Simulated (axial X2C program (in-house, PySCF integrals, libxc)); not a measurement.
# BrCl: bond curves with and without spin–orbit coupling, part 2 of 2

Computed with an in-house X2C program for linear molecules on PySCF integrals; all-electron X2C, Br dyall-cv4z, Cl dyall-av4z. The steps go on from the part before.

## Step 10: PBE0, 2c

State followed: Ω = 0 (closed shell). The scan is laid around 2.142 Å, a first estimate of the minimum, and this SCF restarts from the orbitals of the search.

The SCF at the reference distance of 2.142 Å:

```text
two-component X2C + atomic mean field  PBE0
basis functions 233  fitting functions 1021  grid points 5078
iter        total energy     max residual
   1      -3065.120999446     2.59e+00
   2      -3066.555872966     1.37e-02
   3      -3066.556078341     1.17e-02
   4      -3066.558653462     7.59e-04
   5      -3066.558666064     4.47e-04
   6      -3066.558669633     2.13e-04
   7      -3066.558671218     3.56e-05
   8      -3066.558671237     5.83e-06
   9      -3066.558671238     1.04e-06
converged
one-electron -4550.60225604  Coulomb 1458.97605220  exact exchange -29.68330706  xc functional -91.17426504  nuclear repulsion 146.99366970  atomic mean-field constant -1.06856500
```

Along the bond, energies from the lowest point:

```tsv
R (Å)	E (eV)	μ (D)	HOMO (eV)	LUMO (eV)	iterations
1.863	1.0510	-0.23	-7.58	-1.22	11
1.949	0.4255	-0.33	-7.81	-1.94	11
2.014	0.1632	-0.41	-7.96	-2.46	10
2.078	0.0321	-0.48	-8.11	-2.97	10
2.142	0.0000	-0.55	-8.24	-3.44	9
2.217	0.0551	-0.63	-8.38	-3.95	11
2.292	0.1815	-0.70	-8.51	-4.41	12
2.388	0.4128	-0.79	-8.65	-4.94	12
2.506	0.7542	-0.89	-8.80	-5.50	13
2.678	1.2871	-1.04	-8.98	-6.14	14
2.913	1.9751	-1.28	-9.16	-6.78	15
3.213	2.6730	-1.61	-9.29	-7.27	17
```

Dipoles are positive if Cl is the positive end.

Outer spinors at the reference distance:

```
  ω  occupied  ε (eV)              atomic character    λ mixture
1/2       yes  -25.29   50% Cl s, 32% Br s, 5% Cl p       100% σ
1/2       yes  -21.47   44% Br s, 37% Cl s, 7% Cl p       100% σ
1/2       yes  -12.62   49% Cl p, 41% Br p, 4% Cl s       100% σ
1/2       yes  -11.02            59% Cl p, 37% Br p       100% π
3/2       yes  -10.86            63% Cl p, 33% Br p       100% π
1/2       yes   -8.49   52% Br p, 38% Cl p, 4% Cl d       100% π
3/2       yes   -8.24   56% Br p, 34% Cl p, 5% Cl d       100% π
1/2        no   -3.44  40% Br p, 32% Cl p, 10% Br d       100% σ
1/2        no    0.45    82% Cl s, 6% Br s, 4% Cl d       100% σ
1/2        no    1.25    88% Cl p, 6% Cl s, 3% Br p  99% σ, 1% π
1/2        no    1.35             92% Cl p, 6% Br p  99% π, 1% σ
```

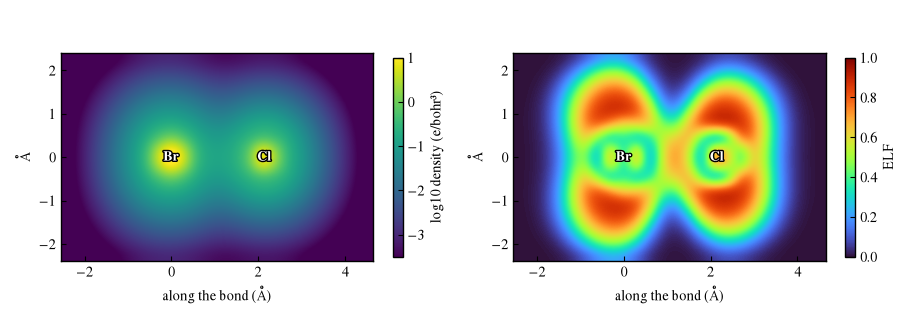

PBE0 fields in a plane through the axis, from a grid of 0.3 Å; Br lies at z = 0 and Cl at z = 2.142 Å; the ELF is damped to zero where the density is low.

Re = 2.135 Å, ωe = 456 cm⁻¹, ωexe = 1.49 cm⁻¹, Be = 0.1527 cm⁻¹, De = 2.33 eV, μ = -0.54 D.

## Step 11: HF, 2c

Output at 2.142 Å:

```text
two-component X2C + atomic mean field  HF
basis functions 233  fitting functions 1021  grid points 5078
iter        total energy     max residual
   1      -3064.434327396     3.17e-01
   2      -3064.457009373     4.86e-03
   3      -3064.457533565     1.76e-03
   4      -3064.457588984     7.42e-04
   5      -3064.457600450     2.19e-04
   6      -3064.457601893     4.65e-05
   7      -3064.457602102     3.44e-05
   8      -3064.457602227     2.17e-05
   9      -3064.457602293     8.29e-06
  10      -3064.457602305     1.37e-06
  11      -3064.457602306     6.34e-07
converged
one-electron -4550.27998066  Coulomb 1458.72324495  exact exchange -118.82597129  xc functional 0.00000000  nuclear repulsion 146.99366970  atomic mean-field constant -1.06856500
```

Re = 2.126 Å, ωe = 484 cm⁻¹, ωexe = 1.33 cm⁻¹, Be = 0.1539 cm⁻¹, De = 0.526 eV, μ = -0.59 D.

## Step 12: LDA, 2c

The SCF at the reference distance of 2.142 Å:

```text
two-component X2C + atomic mean field  LDA
basis functions 233  fitting functions 1021  grid points 5078
iter        total energy     max residual
   1      -3061.794321044     2.12e-01
   2      -3061.807786372     7.10e-03
   3      -3061.807500082     8.33e-03
   4      -3061.808030618     2.63e-03
   5      -3061.808232630     8.18e-04
   6      -3061.808252668     7.09e-05
   7      -3061.808252829     2.34e-05
   8      -3061.808252845     7.37e-06
   9      -3061.808252846     8.07e-07
converged
one-electron -4549.98377903  Coulomb 1458.24887325  exact exchange 0.00000000  xc functional -115.99845177  nuclear repulsion 146.99366970  atomic mean-field constant -1.06856500
```

Re = 2.134 Å, ωe = 447 cm⁻¹, ωexe = 1.53 cm⁻¹, Be = 0.1527 cm⁻¹, De = 3.14 eV, μ = -0.51 D.

## Step 13: M06, 2c

The SCF at the reference distance of 2.142 Å:

```text
two-component X2C + atomic mean field  M06
basis functions 233  fitting functions 1021  grid points 5078
iter        total energy     max residual
   1      -3066.973875967     1.14e-01
   2      -3066.977194737     2.85e-03
   3      -3066.976921332     4.04e-03
   4      -3066.977472228     3.71e-04
   5      -3066.977477734     1.69e-04
   6      -3066.977478567     3.09e-05
   7      -3066.977478600     1.82e-05
   8      -3066.977478603     2.25e-06
   9      -3066.977478603     1.14e-06
converged
one-electron -4550.65392579  Coulomb 1459.04616554  exact exchange -32.06370173  xc functional -89.23112133  nuclear repulsion 146.99366970  atomic mean-field constant -1.06856500
```

Re = 2.141 Å, ωe = 452 cm⁻¹, ωexe = 1.54 cm⁻¹, Be = 0.1518 cm⁻¹, De = 2.23 eV, μ = -0.68 D.

## Step 14: PBE, 2c

Output at 2.142 Å:

```text
two-component X2C + atomic mean field  PBE
basis functions 233  fitting functions 1021  grid points 5078
iter        total energy     max residual
   1      -3066.475996771     1.06e-01
   2      -3066.479182941     3.17e-03
   3      -3066.479159602     4.79e-03
   4      -3066.479261114     4.09e-04
   5      -3066.479256040     5.73e-04
   6      -3066.479266397     3.20e-05
   7      -3066.479266408     9.89e-06
   8      -3066.479266410     2.10e-06
   9      -3066.479266410     1.63e-07
converged
one-electron -4550.31540440  Coulomb 1458.65770762  exact exchange 0.00000000  xc functional -120.74667433  nuclear repulsion 146.99366970  atomic mean-field constant -1.06856500
```

Re = 2.164 Å, ωe = 425 cm⁻¹, ωexe = 1.55 cm⁻¹, Be = 0.1486 cm⁻¹, De = 2.57 eV, μ = -0.55 D.

## Step 15: MP2 and beyond, 2c

Correlated methods: 14 electrons correlated (frozen shells, counted by type: Br 3 s, 2 p, 1 d; Cl 2 s, 1 p), 348 virtual spinors in MP2, 180 natural virtuals in coupled cluster.

Output of the correlated part at 2.142 Å:

```text
correlated 14  virtual 348  natural virtual 180  E(MP2) -0.393179837  MP2 remainder -0.005669305
iter   CCSD correlation   residual
   1     -0.406093158   1.05e-01
   2     -0.414958583   3.48e-02
   3     -0.415969284   1.06e-02
   4     -0.415964353   3.29e-03
   5     -0.415975881   9.25e-04
   6     -0.415972463   3.54e-04
   7     -0.415973222   1.20e-04
   8     -0.415974369   5.59e-05
   9     -0.415973636   3.58e-05
  10     -0.415973645   2.20e-05
  11     -0.415973503   7.95e-06
  12     -0.415973610   2.39e-06
  13     -0.415973623   8.34e-07
(T) -0.019341457  T1 0.0116  D1 0.0192  max T2 0.103
```

MP2: Re = 2.132 Å, ωe = 462 cm⁻¹, Be = 0.153 cm⁻¹, De = 2.32 eV.

CCSD: Re = 2.143 Å, ωe = 451 cm⁻¹, ωexe = 1.61 cm⁻¹, Be = 0.1514 cm⁻¹, De = 1.98 eV. T1 at Re = 0.008 (Lee–Taylor, the printed value over √2).

CCSD(T): Re = 2.151 Å, ωe = 439 cm⁻¹, ωexe = 1.78 cm⁻¹, Be = 0.1503 cm⁻¹, De = 2.17 eV. T1 at Re = 0.008 (Lee–Taylor, the printed value over √2).

## Step 16: A higher determinant, 2c

State: Ω = 2 (excess of +ω over −ω: ω = 1/2, ω = 3/2).

Output at the reference distance:

```text
two-component X2C + atomic mean field  PBE0
basis functions 233  fitting functions 1021  grid points 5078
iter        total energy     max residual
   1      -3064.863735214     2.58e+00
   2      -3066.468799617     1.38e-02
   3      -3066.469089164     1.32e-02
   4      -3066.472625125     1.04e-03
   5      -3066.472627862     8.05e-04
   6      -3066.472646384     3.66e-04
   7      -3066.472651612     3.02e-05
   8      -3066.472651636     5.02e-06
   9      -3066.472651637     3.45e-06
converged
one-electron -4550.60082314  Coulomb 1459.07192645  exact exchange -29.68429546  xc functional -91.18456418  nuclear repulsion 146.99366970  atomic mean-field constant -1.06856500
```

```tsv
R (Å)	E above the lowest PBE0 point (eV)
1.863	5.013
1.949	3.854
2.014	3.207
2.078	2.712
2.142	2.341
2.217	2.033
2.292	1.832
2.388	1.692
2.506	1.650
```

No constants are quoted: the lowest point is the long end of the scan.

## Step 17: The 2c curves together

Energy (eV) of the followed determinant, 2c, from each level's lowest point:

```tsv
R (Å)	PBE0	HF	MP2	CCSD	CCSD(T)	LDA	M06	PBE
1.863	1.051	1.073	1.060	n/a	n/a	1.013	1.092	1.182
1.949	0.426	0.422	0.426	0.466	0.488	0.409	0.452	0.519
2.014	0.163	0.153	0.161	0.188	0.203	0.157	0.180	0.227
2.078	0.032	0.023	0.030	0.043	0.052	0.031	0.040	0.064
2.142	0.000	0.000	0.000	0.000	0.000	0.000	0.000	0.000
2.217	0.055	0.073	0.059	0.044	0.033	0.053	0.047	0.017
2.292	0.182	0.225	0.189	0.160	0.135	0.174	0.165	0.105
2.388	0.413	0.498	0.426	0.378	0.332	0.394	0.387	0.288
2.506	0.754	0.900	0.772	n/a	n/a	0.719	0.716	0.571
2.678	1.287	1.538	1.305	n/a	n/a	1.221	1.225	1.022
2.913	1.975	2.391	1.976	n/a	n/a	1.861	1.866	1.605
3.213	2.673	3.315	2.613	n/a	n/a	2.493	2.518	2.185
```

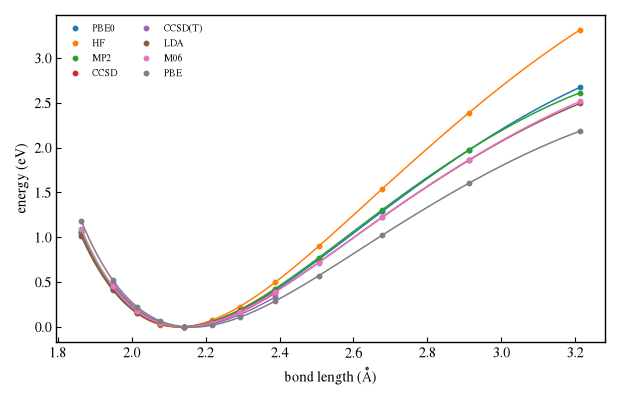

Curves of the followed state, 2c, each from its own lowest point.

The whole job took 12 min on 2 threads of Intel Xeon Platinum 8488C (Sapphire Rapids), shared host; peak memory 3.3 GiB.

## Step 18: Results

This closing draws on all 2 parts.

Lowest determinant that the search found at its distance, spin-free: M_S = 0, Λ = 0 (closed shell).

Lowest determinant that the search found at its distance, 2c: Ω = 0 (closed shell).

```
Hamiltonian    level  Re (Å)  ωe (cm⁻¹)  De (eV)  μ (D)
  spin-free     PBE0   2.133        459     2.42  -0.52
  spin-free       HF   2.124        486    0.736  -0.56
  spin-free      MP2   2.131        464     2.49    n/a
  spin-free     CCSD   2.142        454     2.15    n/a
  spin-free  CCSD(T)   2.150        441     2.33    n/a
  spin-free      LDA   2.132        450     3.32  -0.49
  spin-free      M06   2.139        455     2.40  -0.66
  spin-free      PBE   2.161        429     2.66  -0.52
         2c     PBE0   2.135        456     2.33  -0.54
         2c       HF   2.126        484    0.526  -0.59
         2c      MP2   2.132        462     2.32    n/a
         2c     CCSD   2.143        451     1.98    n/a
         2c  CCSD(T)   2.151        439     2.17    n/a
         2c      LDA   2.134        447     3.14  -0.51
         2c      M06   2.141        452     2.23  -0.68
         2c      PBE   2.164        425     2.57  -0.55
```

Dipoles are positive if Cl is the positive end.

Measured (Huber and Herzberg, Constants of Diatomic Molecules, 1979): Re = 2.136065 Å, ωe = 444.276 cm⁻¹.

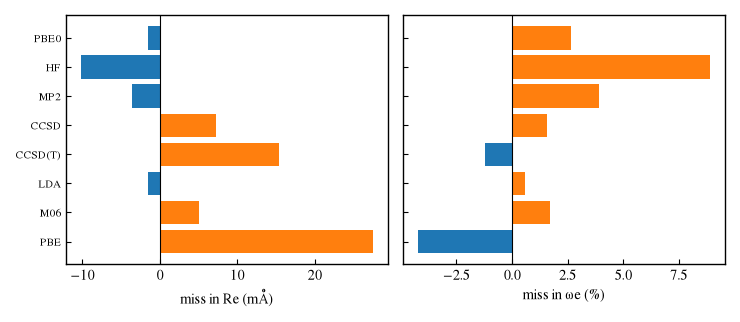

Differences in bond length and wavenumber from the measured constants (2c results).

Time per point (s) on 2 threads of Intel Xeon Platinum 8488C (Sapphire Rapids), shared host (2c runs; CCSD comes with the CCSD(T) run); the times are rough: PBE0 0.57, HF 0.29, MP2 0.9, CCSD(T) 45, LDA 0.31, M06 0.95, PBE 0.38.

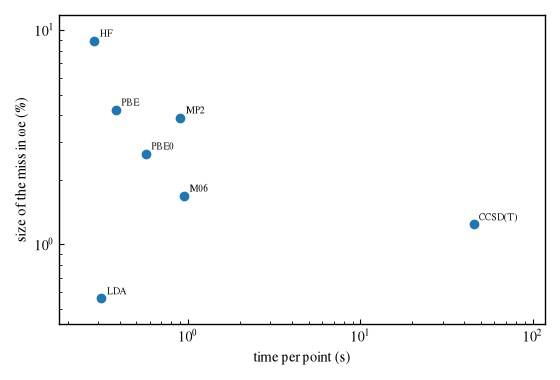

What each level's time buys in the wavenumber.

The cheapest levels within 11 mÅ and 2.5 % of the measured constants: LDA (0.31 s). The dearest run takes 45 s.

In words: Judged by the measured constants: best bond length PBE0 and LDA (-2 mÅ), worst PBE (+28 mÅ); best wavenumber LDA (+0.6 %), worst HF (+8.9 %). Hartree–Fock makes the bond too short and too stiff against this reference, as it mostly does. PBE has the long and soft bond that GGAs tend to give. At CCSD(T), going from spin-free to two-component changes Re by +2 mÅ, ωe by -0.6 %; the spin-free picture holds up (part of it comes from the scalar share of the two-electron terms). De moves by -0.16 eV; both De rest on single-determinant atoms, which can miss part of an open shell's spin–orbit lowering.

De refers to Br + Cl, each in the lowest determinant found, which need not be this curve's own limit. The state is a single determinant with fixed occupations, the lowest that a limited PBE0 search found. Closed shells are restricted here (equal orbitals for both partners), which fails at long range if the bond breaks into open shells. Dissociation energies refer to the lowest single-determinant-based atoms at the same level and basis. CCSD and (T) use frozen natural virtuals with an MP2 correction for the truncation. The meta-GGAs lack a current-density term, which matters for open shells with orbital currents, atoms included.
